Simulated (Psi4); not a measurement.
# A workflow on CH3BO (B(CO)H3)

Aim: a structure relaxation (singlet CH3BO, r2SCAN/6-31G*), then a single-point energy (doublet CH3BO+, U-r2SCAN/6-31G*), then a structure relaxation (doublet CH3BO+, U-r2SCAN/6-31G*), then a single-point energy (singlet CH3BO, r2SCAN/6-31G*) of CH3BO and its partners. 

Program for the calculation: Psi4 1.11.

### 1 The structure to begin with

CH3BO has 6 atoms, charge 0, and is taken as a singlet. SMILES: `[H]B([H])([H])<-[C-]#[O+]`. Geometry: a GFN2-xTB relaxation, a rough one for these elements and not checked as a minimum. The run starts from this shape.

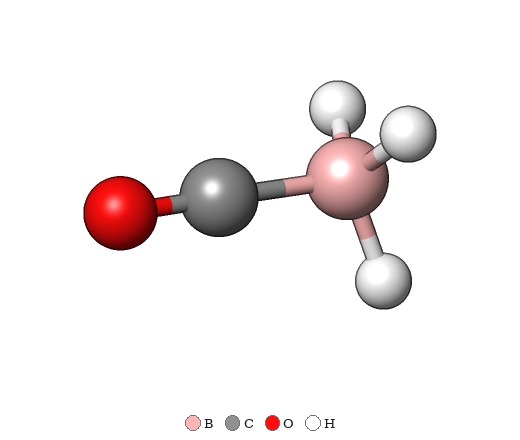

The structure, seen from a chosen angle (boron pink, carbon grey, oxygen red, hydrogen white).

### 2 A structure relaxation at r2SCAN/6-31G(d) (density fitting, Cartesian functions) (run 1)

The input, calc.inp:

```
memory 1600 MB

molecule geom {
  0 1
  B     -0.013250     0.005270    -0.516110
  C      0.011910     0.007900     0.957520
  O      0.044170    -0.008430     2.099160
  H      1.125420     0.004210    -0.852220
  H     -0.589380     0.982500    -0.862300
  H     -0.578870    -0.991440    -0.826050
  symmetry c1
}


opt('r2scan/6-31G*')
```

On the command line:

```
$ psi4 -i calc.inp -o calc.out -n 1
```

calc.out:

```text
Psi4 1.11 release

gradient() will perform analytic gradient computation.

   => Loading Basis Set <=

    Name: 6-31G*
    Role: ORBITAL
    Keyword: BASIS

         ---------------------------------------------------------
                                   SCF
                              RKS Reference
                        1 Threads,   1525 MiB Core
         ---------------------------------------------------------

  ==> Geometry <==

    Molecular point group: c1
    Full point group: C1

[... 199 lines left out ...]
    VV10 Nonlocal Energy =                  0.0000000000000000
[... 539 lines left out ...]
   @DF-RKS iter   3:  -139.88359555946988   -1.25223e-04   1.35496e-05 DIIS
[... 290 lines left out ...]
 Dipole Y            :          0.0140674           -0.0111228            0.0029446
[... 452 lines left out ...]
  Energy and wave function converged.
[... 407 lines left out ...]
	  Convergence Criteria     1.00e-06 *    3.00e-04 *             o    1.20e-03 *             o
[... 14 lines left out ...]
    Final optimized geometry and variables:
    Molecular point group: c1
    Full point group: C1

    Geometry (in Angstrom), charge = 0, multiplicity = 1:

    B           -0.022868210519    -0.003989867818    -1.420678242129
    C            0.001467571253     0.000287274520     0.092290300129
    O            0.019908395735     0.003473238485     1.236666727678
    H            1.142871661377     0.000856235425    -1.754249837416
    H           -0.618450487591     1.006159483516    -1.728993538639
    H           -0.608047626483    -1.021974440581    -1.723197791714

    Psi4 run time: 0:00:24.81

[set-up sections that repeat, and orbital energies of the middle runs, are left out above]
```

Standard output:

```text
Optimizer: Optimization complete!
```

Wall time 26 s (1 thread of AMD EPYC 9B45 (Zen 5), shared host); peak memory 0.69 GiB.

Steps, from the record of the run:

| step | energy from the first frame kept (eV) | largest force (eV/Å) |
| --- | --- | --- |
| 0 | 0.0000 | 0.6180 |
| 1 | -0.0417 | 0.3298 |
| 2 | -0.0440 | 0.1268 |
| 3 | -0.0444 | 0.0220 |
| 4 | -0.0444 | 0.0140 |
| 5 | -0.0445 | 0.0134 |
| 6 | -0.0445 | 0.0080 |

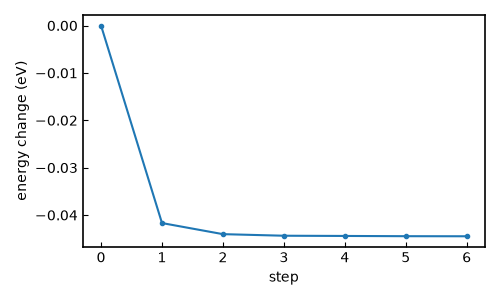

Energy along the run.

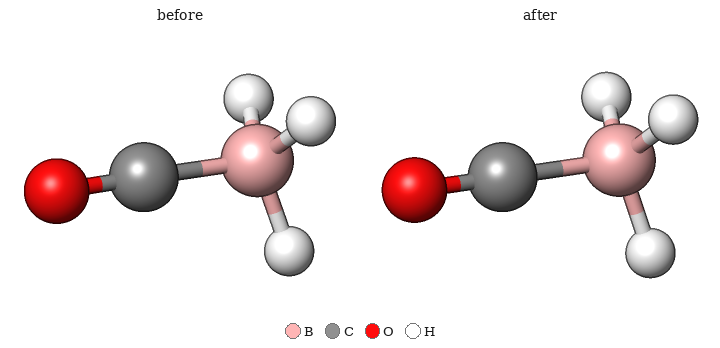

Before and after, at one scale.

After the run. Bond lengths: B1–C2 1.513 Å, C2–O3 1.145 Å, B1–H4 1.213 Å, B1–H5 1.213 Å, B1–H6 1.213 Å. Angles: B1–C2–O3 180.0°, C2–B1–H4 105.0°, C2–B1–H5 105.1°, C2–B1–H6 105.0°, H4–B1–H5 113.5°, H4–B1–H6 113.5°, H5–B1–H6 113.5°.

### 3 The doublet cation: a single-point energy at U-r2SCAN/6-31G(d) (density fitting, Cartesian functions) (run 2)

The input, job.in:

```
memory 1600 mb

molecule molecule1 {
  1 2
  B     -0.01352099    -0.00694474    -1.02895965
  C      0.03246549     0.00113762     1.83013550
  O      0.06731393     0.00715828     3.99269461
  H      2.18940834     0.00221287    -1.65931938
  H     -1.13900974     1.90196021    -1.61159056
  H     -1.11935092    -1.93065759    -1.60063960
  units bohr
  symmetry c1
}

set {
  basis     6-31G*
  reference uks
}

e_tot, wfn = energy("r2scan", return_wfn=True)
```

On the command line:

```
$ psi4 -n 1 job.in job.out
```

job.out:

```text
Psi4 1.11 release

   => Loading Basis Set <=

    Name: 6-31G*
    Role: ORBITAL
    Keyword: BASIS

         ---------------------------------------------------------
                                   SCF
                              UKS Reference
                        1 Threads,   1525 MiB Core
         ---------------------------------------------------------

  ==> Geometry <==

    Molecular point group: c1
    Full point group: C1

    Geometry (in Bohr), charge = 1, multiplicity = 2:

[... 142 lines left out ...]
                           Total Energy        Delta E     RMS |[F,P]|
[... 8 lines left out ...]
   @DF-UKS iter   7:  -139.43927758117300   -9.76786e-04   3.81944e-04 DIIS/ADIIS
[... 7 lines left out ...]
   @DF-UKS iter  15:  -139.43973815658018    6.01074e-09   2.91112e-06 DIIS
[... 50 lines left out ...]
    Final Occupation by Irrep:
[... 16 lines left out ...]
    Total Energy =                       -139.4397381909632827
[... 22 lines left out ...]
 L = 1.  Multiply by 2.5417464519 to convert [e a0] to [Debye]
 Dipole X            :         -0.0677986           -0.0564934           -0.1242920
 Dipole Y            :         -0.1734021           -0.0102023           -0.1836044
 Dipole Z            :          2.1254961           -3.5201003           -1.3946042
 Magnitude           :                                                    1.4121190

 ------------------------------------------------------------------------------------

	total time  =          9 seconds =       0.15 minutes

    Psi4 run time: 0:00:09.19
```

It took 9.9 s on 1 thread of AMD EPYC 9B45 (Zen 5), shared host; peak memory 0.65 GiB.

### 4 The doublet cation: a geometry optimisation at U-r2SCAN/6-31G(d) (density fitting, Cartesian functions) (run 3)

The input, input.inp:

```
memory 1600 mb

molecule {
  1 2
  B     -0.007155    -0.003675    -0.544502
  C      0.017180     0.000602     0.968466
  O      0.035621     0.003788     2.112843
  H      1.158585     0.001171    -0.878074
  H     -0.602738     1.006474    -0.852817
  H     -0.592335    -1.021660    -0.847022
  units angstrom
  symmetry c1
}

set basis 6-31G*
set reference uks

result, w = opt("r2scan", return_wfn=True)
print_variables()
```

On the command line:

```
$ psi4 -n 1 input.inp input.out
```

input.out:

```text
Psi4 1.11 release

gradient() will perform analytic gradient computation.

   => Loading Basis Set <=

    Name: 6-31G*
    Role: ORBITAL
    Keyword: BASIS

         ---------------------------------------------------------
                                   SCF
                              UKS Reference
                        1 Threads,   1525 MiB Core
         ---------------------------------------------------------

  ==> Geometry <==

    Molecular point group: c1
    Full point group: C1

[... 534 lines left out ...]
                           Total Energy        Delta E     RMS |[F,P]|
[... 561 lines left out ...]
   @DF-UKS iter   4:  -139.48104770645881   -6.94604e-06   2.24769e-05 DIIS
[... 585 lines left out ...]
   @Spin Contamination Metric:   5.976643528E-03
[... 564 lines left out ...]
    Empirical Dispersion Energy =           0.0000000000000000
[... 747 lines left out ...]
  "SCF TOTAL ENERGY"            =>    -139.481500002271
[... 5 lines left out ...]
  Array Variable Map:
  ----------------------------------------------------------------------------
  "CURRENT DIPOLE"              =>      -0.148412286021 ... -1.648516544590 1 by 3
  "CURRENT GRADIENT"            =>       0.000020609942 ... 0.000083440075 6 by 3
  "DFT TOTAL GRADIENT"          =>       0.000020609942 ... 0.000083440075 6 by 3
  "SCF DIPOLE"                  =>      -0.148412286021 ... -1.648516544590 1 by 3
  "SCF TOTAL ENERGIES"          =>    -139.481427010426 ... -139.481500002271 1 by 9
  "SCF TOTAL GRADIENT"          =>       0.000020609942 ... 0.000083440075 6 by 3

    Psi4 run time: 0:01:10.71

[set-up sections that repeat, and orbital energies of the middle runs, are left out above]
```

On the terminal:

```text
Optimizer: Optimization complete!
```

It took 71 s on 1 thread of AMD EPYC 9B45 (Zen 5), shared host; peak memory 0.69 GiB.

The path in brief:

| step | energy from the first frame kept (eV) | largest force (eV/Å) |
| --- | --- | --- |
| 0 | 0.0000 | 3.5950 |
| 1 | -0.7414 | 1.7120 |
| 2 | -1.1053 | 1.0167 |
| 3 | -1.1241 | 0.4738 |
| 4 | -1.1338 | 0.2807 |
| 5 | -1.1354 | 0.0752 |
| 6 | -1.1361 | 0.0352 |
| 7 | -1.1363 | 0.0238 |
| 8 | -1.1364 | 0.0095 |
| 9 | -1.1364 | 0.0099 |

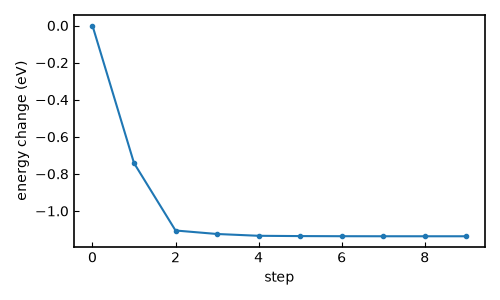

Energy along the run.

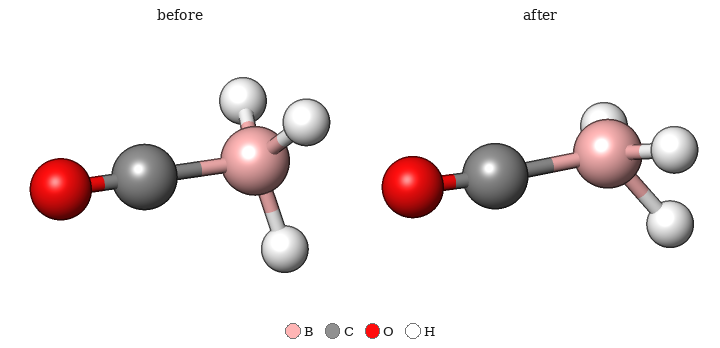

Before and after, at one scale.

After the run. Bond lengths: B1–C2 1.549 Å, C2–O3 1.127 Å, B1–H4 1.220 Å, B1–H5 1.219 Å, B1–H6 1.268 Å. Angles: B1–C2–O3 176.4°, C2–B1–H4 111.4°, C2–B1–H5 111.5°, C2–B1–H6 124.7°, H4–B1–H5 135.4°, H4–B1–H6 82.6°, H5–B1–H6 82.8°.

### 5 The energy at r2SCAN/6-31G(d) (density fitting, Cartesian functions) (run 4)

The input, input.inp:

```
memory 1600 mb

molecule m {
  0 1
  B      0.023059     0.050727    -0.544159
  C      0.010399    -0.010982     1.003478
  O      0.037309     0.004449     2.130386
  H      1.066363    -0.387172    -0.999150
  H     -0.892716     0.732454    -0.972218
  H     -0.486231    -0.826150    -1.305595
  units angstrom
  symmetry c1
}

set reference rks

E, wfn = energy('r2scan/6-31G*', return_wfn=True)
```

On the command line:

```
$ psi4 -n 1 input.inp input.out
```

input.out:

```text
Psi4 1.11 release

   => Loading Basis Set <=

    Name: 6-31G*
    Role: ORBITAL
    Keyword: BASIS

         ---------------------------------------------------------
                                   SCF
                              RKS Reference
                        1 Threads,   1525 MiB Core
         ---------------------------------------------------------

  ==> Geometry <==

    Molecular point group: c1
    Full point group: C1

    Geometry (in Angstrom), charge = 0, multiplicity = 1:

[... 142 lines left out ...]
                           Total Energy        Delta E     RMS |[F,P]|
[... 5 lines left out ...]
   @DF-RKS iter   4:  -139.83520740996792   -1.67179e-02   1.02464e-03 DIIS/ADIIS
[... 4 lines left out ...]
   @DF-RKS iter   9:  -139.83641293905072   -5.56125e-09   3.71151e-07 DIIS
[... 37 lines left out ...]
    One-Electron Energy =                -298.5960243433778487
[... 4 lines left out ...]
    Total Energy =                       -139.8364129390507173
[... 13 lines left out ...]
 L = 1.  Multiply by 2.5417464519 to convert [e a0] to [Debye]
 Dipole X            :          0.2733545           -0.3441309           -0.0707764
 Dipole Y            :          0.3658537           -0.4997398           -0.1338861
 Dipole Z            :          4.5365140           -4.1756811            0.3608329
 Magnitude           :                                                    0.3913249

 ------------------------------------------------------------------------------------

	total time  =          4 seconds =       0.07 minutes

    Psi4 run time: 0:00:03.50
```

It took 4.2 s on 1 thread of AMD EPYC 9B45 (Zen 5), shared host; peak memory 0.64 GiB.

### 6 Outcome

| quantity | value |
| --- | --- |
| run 1, r2SCAN/6-31G*: total energy at the end | -139.88361 Eh |
| run 1, r2SCAN/6-31G*: dipole moment | 1.27 D |
| run 1, r2SCAN/6-31G*: HOMO energy | -8.48 eV |
| run 1, r2SCAN/6-31G*: LUMO energy | -2.21 eV |
| run 1, r2SCAN/6-31G*: HOMO–LUMO gap | 6.28 eV |
| doublet cation, run 2: total energy | -139.43974 Eh |
| doublet cation, run 2: HOMO energy (highest over α and β) | -16.11 eV |
| doublet cation, run 2: LUMO energy (lowest over α and β) | -15.54 eV |
| doublet cation, run 2: ⟨S²⟩ | 0.761 |
| doublet cation, run 3: total energy at the end | -139.48150 Eh |
| doublet cation, run 3: HOMO energy (highest over α and β) | -15.15 eV |
| doublet cation, run 3: LUMO energy (lowest over α and β) | -12.92 eV |
| doublet cation, run 3: ⟨S²⟩ | 0.756 |
| run 4, r2SCAN/6-31G*: total energy | -139.83641 Eh |
| run 4, r2SCAN/6-31G*: dipole moment | 0.99 D |
| run 4, r2SCAN/6-31G*: HOMO energy | -6.32 eV |
| run 4, r2SCAN/6-31G*: LUMO energy | -2.26 eV |
| run 4, r2SCAN/6-31G*: HOMO–LUMO gap | 4.06 eV |
| adiabatic ionisation energy (to the doublet cation, no zero-point term) | 10.942 eV |

In words: The adiabatic ionisation energy (to the doublet cation, no zero-point term) is 10.94 eV (1056 kJ/mol). The optimisation (run 1, r2SCAN/6-31G*) took 7 steps and changed the energy by -0.044 eV. The optimisation (doublet cation, run 3) took 10 steps and changed the energy by -1.136 eV.
